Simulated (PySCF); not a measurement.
**C$_{5}$H$_{12}$OSi (SMILES C[SiH2]CCC(C)=O): density, localisation and related maps**

The calculation's input:

```
{"job": {"kind": "nmr", "xc": "PBE0", "basis": "pcSseg-1"}, "charge": 0, "multiplicity": 1}
C      2.318817     0.709345     0.771270
Si     1.731428    -0.972883     0.100540
C      0.453100    -0.653000    -1.282233
C     -0.702678     0.257055    -0.882292
C     -1.571071    -0.341607     0.198719
C     -2.702245     0.545695     0.665092
O     -1.377729    -1.435603     0.664440
H      2.650992     1.367973    -0.027117
H      1.533468     1.222604     1.319870
H      3.153934     0.578671     1.452553
H      1.219844    -1.791897     1.195252
H      2.874324    -1.648376    -0.535100
H      0.043111    -1.607990    -1.611335
H      0.956021    -0.212775    -2.145703
H     -0.333877     1.224292    -0.531373
H     -1.348660     0.456503    -1.744163
H     -3.143776     1.095209    -0.161441
H     -2.303821     1.265521     1.378974
H     -3.460984    -0.049487     1.166586
```

Run with:

```sh
OMP_NUM_THREADS=1 python probes_run.py task.json out
```

Geometry: GFN2-xTB.

Theory: PySCF 2.14.0, PBE0/pcSseg-1, SCF density, gas phase, non-relativistic.

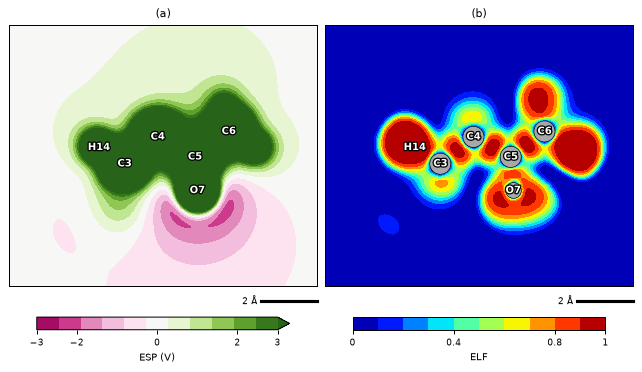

Figure 1. (a) molecular electrostatic potential; (b) electron localisation function on the plane of atoms C3, C4 and C5. Grey discs cover the atomic cores in the ELF map.

What do the fields say about this system?

Answer. Atoms in the plane: C, O and H. C–O (1.20 Å): the ELF peaks at about 0.85 between the atoms: a multiple bond. C–C (1.51 Å): the ELF peaks at about 0.95 between the atoms; a covalent bond. C–H (1.09 Å): the ELF climbs to about 1 towards the hydrogen, as it does in any bond to H; an ordinary covalent bond to hydrogen. The ELF also peaks beside O7, away from the bonds: lone-pair regions. Outside the dense part of the molecule the potential is most negative (−2.1 V) near O7.

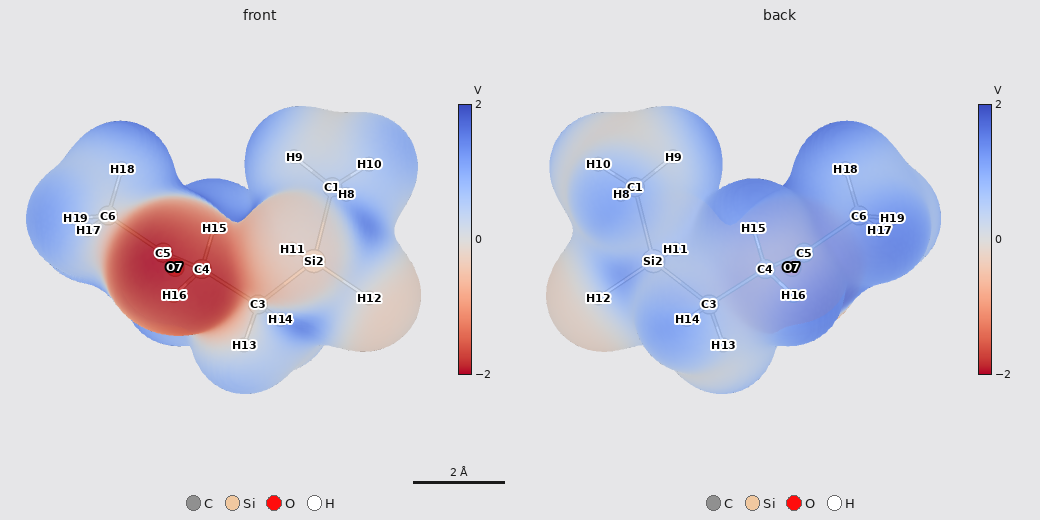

Figure 2. The molecular electrostatic potential painted on the density surface at 0.004 e/bohr³, seen from the front and from behind; red is negative and blue positive.

Describe the electrostatic potential map.

Answer. The most negative region (about −1.9 V) lies over O7, the most positive (about +1.5 V) over Si2 and C5. O7 is the likeliest acceptor of a hydrogen bond.

How polar is the molecule by this calculation?

Answer. Its dipole moment is 3.12 D.
